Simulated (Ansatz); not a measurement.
# (SrO)1(MgS)3 [001] superlattice, started as rocksalt type: a soft mode frozen in

Which phase does (SrO)1(MgS)3 [001] superlattice, started as rocksalt type fall into along its unstable mode, and how much energy does it gain?

Method: DFT PBE, scalar-relativistic, plane waves, PAW, in Ansatz 0.2.0.

The structure was built from a prototype and need not be the compound's stable phase.

## 1. Set-up

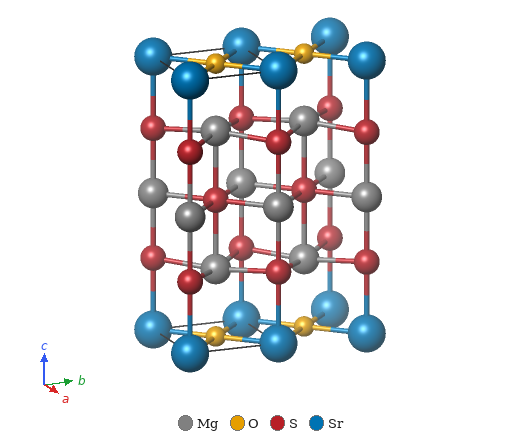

Start, viewed slightly off an axis; magnesium grey, oxygen orange, sulfur red, strontium blue. 1×2×1 cells are drawn. Some periodic images of atoms are drawn too.

## 2. Modes at Γ

The cell comes from relaxations at this level that are not shown. The zone centre is the only wavevector solved here; it holds the modes that light can see, as far as symmetry allows. The response to a homogeneous field gives the Born charges and the dielectric tensor, and its change with displacement the Raman tensors.

File input.yaml:

```yaml
crystal:
  lattice:
    - [2.585510553, 2.585510553, 0.0]
    - [-2.585510553, 2.585510553, 0.0]
    - [0.0, 0.0, 10.8311337944]
  atoms:
    - { symbol: Mg, position: [0.5, 0.5, 0.247238246] }
    - { symbol: Mg, position: [0.0, 0.0, 0.5] }
    - { symbol: Mg, position: [0.5, 0.5, 0.752761754] }
    - { symbol: O, position: [0.5, 0.5, 0.0] }
    - { symbol: S, position: [0.0, 0.0, 0.2622645289] }
    - { symbol: S, position: [0.5, 0.5, 0.5] }
    - { symbol: S, position: [0.0, 0.0, 0.7377354711] }
    - { symbol: Sr, position: [0.0, 0.0, 0.0] }
kpoints:
  mp_grid: { grid: [8, 8, 2] }
hamiltonian:
  xc: pbe
scf:
  occupations: { method: fixed }
output:
  eigenvalues: true
phonons:
  method: dfpt
  dielectric: true
  rigid_motions: translations
  raman: true
```

The run is started by

```bash
$ ansatz run input.yaml --threads 4 --pin off --max-ram 14336MiB --backend cpu --events-out ev --progress --plain --runs-dir out
```

Numbers of over 12 decimals in the logs are rounded to 6 here.

The log of the run:

```text
Engine: ansatz 0.2.0, aarch64-unknown-linux-gnu
Pseudopotentials: kind: paw
Pseudopotential: Mg, paw, valence charge 10, recommended cutoff 420 eV (normal), Mg.paw.azcp
Pseudopotential: O, paw, valence charge 6, recommended cutoff 420 eV (normal), O.paw.azcp
Pseudopotential: S, paw, valence charge 6, recommended cutoff 420 eV (normal), S.paw.azcp
Pseudopotential: Sr, paw, valence charge 10, recommended cutoff 420 eV (normal), Sr.paw.azcp
Functional definition: PBE
  parameter kappa = 0.804
  parameter beta = 0.066725
  exchange = pbe_x(kappa = kappa, mu = beta*pi^2/3)
  correlation = pbe_c(beta = beta)
Crystal: 8 atoms, lattice volume = 144.809 Å³
Basis set: ecut = 420 eV, 2821 PW (Γ), exchange–correlation on 50×50×150 points (8 copies of the dense FFT grid, shifted against one another)
Bands: 40, of which v1, the nominal top of the filled ones, is band 32 counted from 1 (31 counted from 0)
Symmetry: 16 space group operations
k-points: 42 of 128 (irreducible under 2 space group operations, time reversal used)
Non-local potential: Mg, projectors of the file, l = 0: 3, l = 1: 2, l = 2: 1
Non-local potential: O, projectors of the file, l = 0: 2, l = 1: 2, l = 2: 1
Non-local potential: S, projectors of the file, l = 0: 2, l = 1: 2, l = 2: 2
Non-local potential: Sr, projectors of the file, l = 0: 3, l = 1: 2, l = 2: 2
PAW form: soft (Blöchl's): semilocal exchange-correlation on the pseudo side does not see the compensation charge
PAW one-centre angular grid: Mg, 110 points (default); XC on 64 Gauss nodes
PAW one-centre angular grid: O, 110 points (default); XC on 64 Gauss nodes
PAW one-centre angular grid: S, 110 points (default); XC on 64 Gauss nodes
PAW one-centre angular grid: Sr, 110 points (default); XC on 64 Gauss nodes
Initial density: superposition of atomic densities (neutral atoms: chi_scale 0, normalization atom), corrected by the library's trained network
Initial wavefunctions: pseudopotential atomic-orbital guess
Functional: x = pbe(κ = 0.804, μ = 0.219515), c = pbe(β = 0.066725)
SCF iter   1: F=—  HF=-12600.377932 eV  |F-HF|=—  |Δ(HF+E_count)|=         —  Δρ=1.49e-3  dr2=8.42e-3  ethr=1.77e-3  ⟨swp⟩=5.3  Hψ=6497  notcnv=0  defer=191
preconditioner: auto → Resta (q_TF=auto, 2.381 Å⁻¹)  ε∞=3.7  [insulator: Δε(μ)=2.472 eV  Ē_g=11.667 eV  n_scr=28 (ndim 8)  ℏωp=19.0 eV  f_vac=0.000  ε∞_Penn≈3.7]
SCF iter   2: F=—  HF=-12600.375209 eV  |F-HF|=—  |Δ(HF+E_count)|=   2.72e-3  Δρ=8.87e-4  dr2=2.42e-3  ethr=1.32e-5  ⟨swp⟩=2.8  Hψ=2987  notcnv=0  defer=249
SCF iter   3: F=—  HF=-12600.374752 eV  |F-HF|=—  |Δ(HF+E_count)|=   4.57e-4  Δρ=7.77e-4  dr2=1.17e-3  ethr=3.79e-6  ⟨swp⟩=2.6  Hψ=2473  notcnv=0  defer=251
SCF iter   4: F=—  HF=-12600.374505 eV  |F-HF|=—  |Δ(HF+E_count)|=   2.47e-4  Δρ=2.02e-4  dr2=1.09e-4  ethr=1.83e-6  ⟨swp⟩=2.1  Hψ=2153  notcnv=0  defer=250
SCF iter   5: F=—  HF=-12600.374480 eV  |F-HF|=—  |Δ(HF+E_count)|=   2.54e-5  Δρ=6.73e-5  dr2=1.56e-5  ethr=1.70e-7  ⟨swp⟩=2.0  Hψ=2122  notcnv=0  defer=224
SCF iter   6: F=—  HF=-12600.374477 eV  |F-HF|=—  |Δ(HF+E_count)|=   2.58e-6  Δρ=2.70e-5  dr2=9.97e-7  ethr=2.44e-8  ⟨swp⟩=2.0  Hψ=2083  notcnv=0  defer=184
SCF iter   7: F=—  HF=-12600.374476 eV  |F-HF|=—  |Δ(HF+E_count)|=   1.34e-6  Δρ=4.34e-6  dr2=2.55e-8  ethr=1.56e-9  ⟨swp⟩=2.0  Hψ=2416  notcnv=0  defer=150
SCF iter   8: F=—  HF=-12600.374476 eV  |F-HF|=—  |Δ(HF+E_count)|=   2.41e-8  Δρ=1.00e-6  dr2=1.47e-9  ethr=3.99e-11  ⟨swp⟩=2.4  Hψ=2722  notcnv=0  defer=150
SCF iter   9: F=-12600.374476 eV  HF=-12600.374476 eV  |F-HF|=9.64e-11  |Δ(HF+E_count)|=  7.49e-10  Δρ=2.73e-7  dr2=8.96e-11  ethr=1.00e-12  ⟨swp⟩=15.5  Hψ=13785  notcnv=0
SCF 1 converged in 9 iterations: F = -12600.374476 eV  dr2 = 8.96e-11
  greatest PAW one-centre occupation: 1.000 electrons in one spin orbital (limit 2), on the Mg atom at site 1 (counted from 0), in its partial waves of l = 0
DFPT response loops at Γ: preconditioner auto → Resta (q_TF=auto, 2.381 Å⁻¹)  ε∞=5.0 (no band partly filled); β = 1.00, the filter's whole step (`scf.mixing.beta` (0.50) is not read by the response loops at its default; to damp them type it under 1.00, their step now; it binds the ground state too); Broyden in place of MSR1
── the response to a field inside a basis, on 10×10×4 k-points: an SCF that follows is theirs, and a resumed run solves both again ──
Bands: 33, of which v1, the nominal top of the filled ones, is band 32 counted from 1 (31 counted from 0)
k-points: 30
Initial density: handed on by an earlier stage of this run
Initial wavefunctions: pseudopotential atomic-orbital guess (no wavefunctions were taken with the density)
Eigensolver: Dense (30 Hₖ)
SCF iter   1: F=—  HF=-12600.280487 eV  |F-HF|=—  |Δ(HF+E_count)|=         —  Δρ=3.59e-4  dr2=4.95e-5  ethr=1.00e-1
preconditioner: auto → Resta (q_TF=auto, 2.381 Å⁻¹)  ε∞=4.5  [insulator: Δε(μ)=2.665 eV  Ē_g=10.153 eV  n_scr=28 (ndim 8)  ℏωp=19.0 eV  f_vac=0.000  ε∞_Penn≈4.5]
SCF iter   2: F=—  HF=-12600.280527 eV  |F-HF|=—  |Δ(HF+E_count)|=   3.98e-5  Δρ=1.89e-4  dr2=1.79e-5  ethr=7.73e-8
SCF iter   3: F=—  HF=-12600.280543 eV  |F-HF|=—  |Δ(HF+E_count)|=   1.57e-5  Δρ=9.18e-5  dr2=5.88e-6  ethr=2.80e-8
SCF iter   4: F=—  HF=-12600.280544 eV  |F-HF|=—  |Δ(HF+E_count)|=   1.28e-6  Δρ=8.25e-6  dr2=1.04e-7  ethr=9.19e-9
SCF iter   5: F=—  HF=-12600.280544 eV  |F-HF|=—  |Δ(HF+E_count)|=   4.15e-8  Δρ=2.29e-6  dr2=7.01e-9  ethr=1.63e-10
SCF iter   6: F=—  HF=-12600.280544 eV  |F-HF|=—  |Δ(HF+E_count)|=   7.31e-9  Δρ=3.75e-7  dr2=1.88e-10  ethr=1.10e-11
SCF iter   7: F=-12600.280544 eV  HF=-12600.280544 eV  |F-HF|=3.64e-12  |Δ(HF+E_count)|=  2.09e-10  Δρ=8.86e-8  dr2=1.61e-11  ethr=1.00e-12
SCF 1 converged in 7 iterations: F = -12600.280544 eV  dr2 = 1.61e-11
DFPT response loops at Γ: preconditioner auto → Resta (q_TF=auto, 2.381 Å⁻¹)  ε∞=4.7 (no band partly filled); β = 1.00, the filter's whole step (`scf.mixing.beta` (0.50) is not read by the response loops at its default; to damp them type it under 1.00, their step now; it binds the ground state too); Broyden in place of MSR1
DFPT response loops at Γ: mixed as the last ones told, above
WARN: field response: ε∞ stands inside a basis, on 10×10×4 points; the force constants stand on the 8×8×2 k-mesh, whose period is 11.80 times the interband length at k = (0.0000, 0.0000, 0.0000), direct gap 2.794 eV, under 14: take them and everything formed from them as unconverged, and compare with a denser kpoints.mp_grid
SCF converged after 9 iterations
Free energy (F): -12600.374476 eV
Harris-Foulkes:  -12600.374476 eV  (|F-HF|=9.64e-11)
Internal energy: -12600.374476 eV  (E = F + TS)
E sigma→0 (E₀):  -12600.374476 eV
[...]
ASR residual per site (eV/Å²): 3.57e-4 5.48e-4 3.57e-4 1.26e-4 2.28e-4 1.10e-4 2.28e-4 1.94e-4
  Γ frequencies (cm⁻¹): -201.26 0.00 0.00 0.00 75.91 75.91 112.01 112.01 126.03 126.03 136.33 170.31 220.34 238.41 238.41 252.53 252.53 258.23 258.23 269.94 269.94 293.11 307.10 320.51
  ε∞ (high-frequency dielectric tensor):
        5.053858     0.000000     0.000000
        0.000000     5.053858     0.000000
        0.000000     0.000000     5.119146
  softest optical mode at Γ: -201.26 cm⁻¹; the repairs (sum rule, projections) moved no ω² at Γ by more than (3.40 cm⁻¹)²
  Born effective charges Z* (e; rows j = field, columns β = displacement):
    site 0:
         2.41186    0.00000   -0.00000
         0.00000    2.41186   -0.00000
         0.00000    0.00000    2.23224
    site 1:
         2.32752    0.00000   -0.00000
         0.00000    2.32752    0.00000
        -0.00000    0.00000    2.04684
    site 2:
         2.41186    0.00000    0.00000
         0.00000    2.41186    0.00000
        -0.00000   -0.00000    2.23224
    site 3:
        -2.51411    0.00000   -0.00000
         0.00000   -2.51411    0.00000
        -0.00000    0.00000   -2.74831
    site 4:
        -2.35369   -0.00000   -0.00000
        -0.00000   -2.35369    0.00000
        -0.00000    0.00000   -2.03075
    site 5:
        -2.32787   -0.00000   -0.00000
        -0.00000   -2.32787    0.00000
        -0.00000    0.00000   -2.20288
    site 6:
        -2.35369   -0.00000   -0.00000
        -0.00000   -2.35369   -0.00000
        -0.00000    0.00000   -2.03075
    site 7:
         2.39812    0.00000   -0.00000
         0.00000    2.39812    0.00000
        -0.00000    0.00000    2.50138
  Z* charge neutrality: 1.633e-2 e pre-enforcement
  solved inside a basis spanned on kpoints, on 10×10×4 k-points transformed towards the longest dipole: ε∞ is read to err by 2.2e-2, Z* by 1.5e-2 e (field_mesh: kpoints solves on kpoints); Z* is corrected for what the basis lacks
  Raman tensors (in the event stream and the table raman_tensors.tsv): an entry may err by 9.8e-1 Å², one of the second-order susceptibility by 1.1e-18 pm/V (basis, points and sum rule); their sum over the sites missed zero by 2.947e-17 Å² ahead of its enforcement
  optical modes at Γ without the LO–TO term, one row a degenerate level:
      ω (cm⁻¹)  modes    IR ((D/Å)²/amu)  static Raman (Å⁴/amu)  depolarisation
       -201.26      1            23.6343                 0.0000               —
         75.91      2             1.5479                 0.0000               —
        112.01      2             0.0000                 5.4549           0.750
        126.03      2             1.1443                 0.0000               —
        136.33      1             0.0000                14.4423           0.026
        170.31      1             3.1214                 0.0000               —
        220.34      1             2.4088                 0.0000               —
        238.41      2             3.5084                 0.0000               —
        252.53      2            70.5673                 0.0000               —
        258.23      2             0.0000                 3.3659           0.750
        269.94      2             0.6062                 0.0000               —
        293.11      1             1.6298                 0.0000               —
        307.10      1             0.0000                31.0701           0.015
        320.51      1             4.6088                 0.0000               —
  optical modes at Γ + LO–TO along q̂ = [1.0000, 0.0000, 0.0000]:
      ω (cm⁻¹)  modes    IR ((D/Å)²/amu)  static Raman (Å⁴/amu)  depolarisation
       -201.26      1            23.6343                 0.0000               —
         75.91      1             0.7740                 0.0000               —
         80.58      1             0.0802                 0.0000               —
        112.01      2             0.0000                 5.4549           0.750
        126.03      1             0.5722                 0.0000               —
        128.15      1             0.0587                 0.0000               —
        136.33      1             0.0000                14.4423           0.026
        170.31      1             3.1214                 0.0000               —
        220.34      1             2.4088                 0.0000               —
        238.41      1             1.7542                 0.0000               —
        239.06      1             0.0062                 0.0000               —
        252.53      1            35.2837                 0.0000               —
        258.23      2             0.0000                 3.3659           0.750
        269.79      1             0.0026                 0.0000               —
        269.94      1             0.3031                 0.0000               —
        293.11      1             1.6298                 0.0000               —
        307.10      1             0.0000                31.0701           0.015
        320.51      1             4.6088                 0.0000               —
        418.36      1            38.5394                 0.0000               —
  optical modes at Γ + LO–TO along q̂ = [0.0000, 1.0000, 0.0000]:
      ω (cm⁻¹)  modes    IR ((D/Å)²/amu)  static Raman (Å⁴/amu)  depolarisation
       -201.26      1            23.6343                 0.0000               —
         75.91      1             0.7740                 0.0000               —
         80.58      1             0.0802                 0.0000               —
        112.01      2             0.0000                 5.4549           0.750
        126.03      1             0.5722                 0.0000               —
        128.15      1             0.0587                 0.0000               —
        136.33      1             0.0000                14.4423           0.026
        170.31      1             3.1214                 0.0000               —
        220.34      1             2.4088                 0.0000               —
        238.41      1             1.7542                 0.0000               —
        239.06      1             0.0062                 0.0000               —
        252.53      1            35.2837                 0.0000               —
        258.23      2             0.0000                 3.3659           0.750
        269.79      1             0.0026                 0.0000               —
        269.94      1             0.3031                 0.0000               —
        293.11      1             1.6298                 0.0000               —
        307.10      1             0.0000                31.0701           0.015
        320.51      1             4.6088                 0.0000               —
        418.36      1            38.5394                 0.0000               —
  optical modes at Γ + LO–TO along q̂ = [0.0000, 0.0000, 1.0000]:
      ω (cm⁻¹)  modes    IR ((D/Å)²/amu)  static Raman (Å⁴/amu)  depolarisation
         27.48      1             6.1903                 0.0000               —
         75.91      2             1.5479                 0.0000               —
        112.01      2             0.0000                 5.4549           0.750
        126.03      2             1.1443                 0.0000               —
        136.33      1             0.0000                14.4423           0.026
        193.67      1             1.7608                 0.0000               —
        238.41      2             3.5084                 0.0000               —
        247.02      1             4.6256                 0.0000               —
        252.53      2            70.5673                 0.0000               —
        258.23      2             0.0000                 3.3659           0.750
        269.94      2             0.6062                 0.0000               —
        299.74      1             0.8832                 0.0000               —
        307.10      1             0.0000                31.0701           0.015
        372.05      1            21.9434                 0.0000               —
[key lines of the parts left out:]
Fermi energy:    6.409285 eV
```

Elapsed: 6.5 min, on 4 threads of Arm Neoverse V1, shared host; peak memory 2.2 GiB; 24 min of CPU time.

In the SCF lines HF is the Harris–Foulkes energy and dr2 the Hartree energy of the density residual, in eV; the loop may stop once dr2 is under the threshold and the program's other checks hold. Hψ counts applications of the Hamiltonian.

A gap read on the k-mesh alone can miss the band edges.

This step gave:

```yaml
gap_on_the_k_mesh: 2.424 eV
volume_per_atom: 18.10 Å³
sum_rule_residual_before_enforcement: 5.48e-4 eV/Å²
miss_of_the_charge_sum_rule: 0.01633 e
estimated_error_of_the_dielectric_tensor: 0.02163
estimated_error_of_the_born_charges: 0.01507 e
point_group: 4/mmm
highest_optical_mode_at_the_zone_centre_no_lo_to_term: 320.5 cm⁻¹
lowest_optical_zone_centre_mode: -201.3 cm⁻¹
mean_high_frequency_dielectric_constant: 5.076
largest_born_charge_third_of_the_trace: -2.592 e
top_of_the_zone_centre_spectrum_with_the_field: 418.4 cm⁻¹
```

Without the LO-TO term. Patterns of degenerate modes are one choice out of their space. The modes at Γ (shares of kinetic energy by element, %) (negative means imaginary):

```
mode  frequency (cm⁻¹)  symmetry  Mg %  O %  S %  Sr %
   1            -201.3       A2u    52   43    3     2
   2               0.0  acoustic    27    6   35    32
   3               0.0  acoustic    27    6   35    32
   4               0.0  acoustic    27    6   35    32
   5              75.9        Eu    16    1   24    59
   6              75.9        Eu    16    1   24    59
   7             112.0        Eg    44    0   56     0
   8             112.0        Eg    44    0   56     0
   9             126.0        Eu    53    1   41     5
  10             126.0        Eu    53    1   41     5
  11             136.3       A1g    89    0   11     0
  12             170.3       A2u    13    1   51    34
  13             220.3       A2u    57   21   17     5
  14             238.4        Eu     3   83   10     4
  15             238.4        Eu     3   83   10     4
  16             252.5        Eu    58    9   33     0
  17             252.5        Eu    58    9   33     0
  18             258.2        Eg    56    0   44     0
  19             258.2        Eg    56    0   44     0
  20             269.9        Eu    43    0   57     0
  21             269.9        Eu    43    0   57     0
  22             293.1       A2u     6   12   55    26
  23             307.1       A1g    11    0   89     0
  24             320.5       A2u    45   16   39     0
```

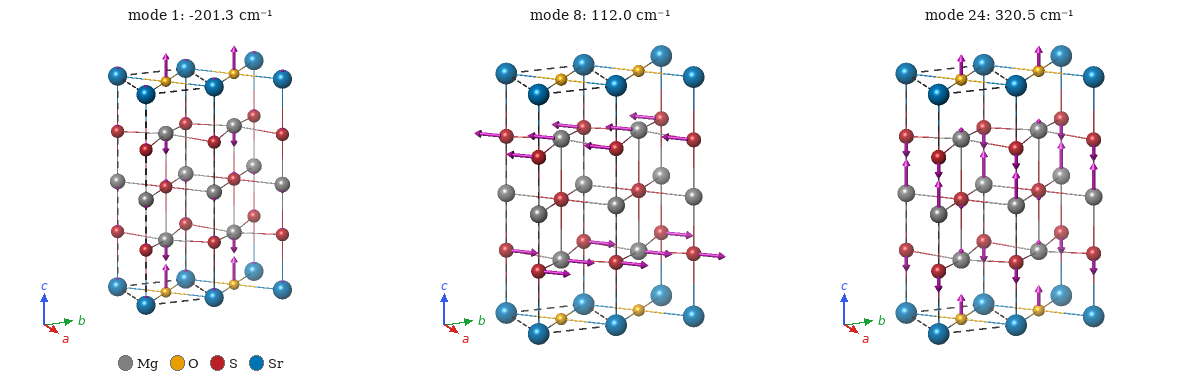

Displacement patterns of modes 1, 8 and 24 at Γ; arrows are exaggerated. 1×2×1 cells are drawn. Some periodic images of atoms are drawn too.

Before it was imposed, the acoustic sum rule was missed by 5.5e-4 eV/Å² and the charge sum rule by 0.016 e. Small misses are needed for a sound result but don't prove that mesh and cutoff are converged. The lowest optical mode is imaginary, 201.3i cm⁻¹, so the energy falls along it.

The log warns of the k mesh: “the force constants stand on the 8×8×2 k-mesh, whose period is 11.80 times the interband length at k = (0.0000, 0.0000, 0.0000), direct gap 2.794 eV, under 14: take them and everything formed from them as unconverged”.

## 3. The mode frozen in, largest atomic shift 0 Å

The mode followed lies at Γ with frequency 201.3i cm⁻¹, the softest among the wavevectors solved. At small amplitude the distorted cell has space group no. 99 by a symmetry search on the positions. The undistorted cell that holds it gives the zero of energy on the same k mesh.

Changes to input.yaml since step 2:

```diff
@@ -19,9 +19,6 @@
 scf:
-  occupations: { method: fixed }
+  occupations: { method: gaussian, width: 0.02 }
 output:
+  forces: true
+  stress: true
   eigenvalues: true
-phonons:
-  method: dfpt
-  dielectric: true
-  rigid_motions: translations
-  raman: true
```

The log of the run:

```text
[...]
Crystal: 8 atoms, lattice volume = 144.809 Å³
Basis set: ecut = 420 eV, 2821 PW (Γ), exchange–correlation on 50×50×150 points (8 copies of the dense FFT grid, shifted against one another)
Bands: 40, of which v1, the nominal top of the filled ones, is band 32 counted from 1 (31 counted from 0)
Symmetry: 16 space group operations
[...]
k-points: 30 of 128
[...]
k-point 0: bands = [... 28 lower, 6.1890, 6.3712, 6.4093, 6.4093, 9.2032, 10.3274, 10.3975, 10.9590, ... 3 higher]
  k-point 1: bands = [... 28 lower, 6.2767, 6.2767, 6.3069, 6.3069, 9.8331, 9.9833, 10.4552, 11.0772, ... 3 higher]
  k-point 2: bands = [... 28 lower, 6.0092, 6.0963, 6.3246, 6.3602, 9.7603, 10.7039, 10.8782, 11.1580, ... 3 higher]
  k-point 29: bands = [... 28 lower, 4.8293, 5.1706, 6.0665, 6.0665, 9.4263, 9.7768, 10.7995, 10.7995, ... 3 higher]
[key lines of the parts left out:]
SCF converged after 7 iterations
Free energy (F): -12600.374476 eV
Fermi energy:    7.621359 eV
P = ⅓ Tr σ = 0.0016 GPa (0.016 kbar)
```

Elapsed: 2.5 s, on 4 threads; peak memory 0.51 GiB.

Numbers from this step:

| Quantity | Value |
| --- | --- |
| pressure | 0.001590 GPa |
| energy from the undistorted cell | 0 meV/atom |

At this level the gap is 2.42 eV on the k-mesh of the self-consistent run, which can miss the band edges.

(Part 1 of 3 ends here.)

[Logs are printed without paths, hosts, clocks, repeated set-up lines and the standing remarks that a program may print on its own settings, such as how far it seeks lower states.]

[Hosts, paths, dates, database ids (printed as entryN), source tags and the programs' standing remarks are cut or masked in the printed files.]
